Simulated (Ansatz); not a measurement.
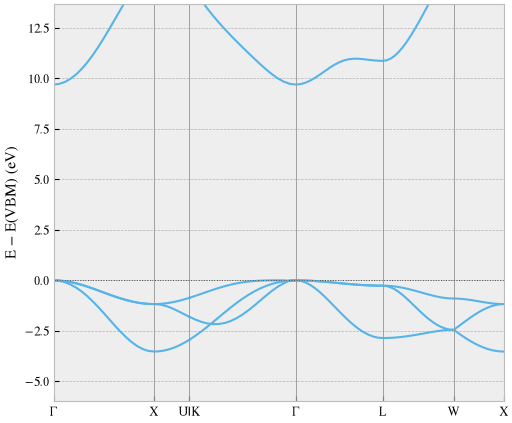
Figure. Band structure from plane-wave PAW LDA (Ansatz code)

Task: Read off the gap and where the band edges lie.

Result: About 9.7 eV (9.70 eV by a search for the band edges); maximum on the K–Γ line, 82 % of the way from K, minimum at Γ.

The material is LiF (rock salt, space group No. 225).

Space group Fm-3m (rock salt). Symmetry was held in the LDA relaxation; phonons on a q-mesh show no instability.

Potentials: the later of the program's two PAW sets.
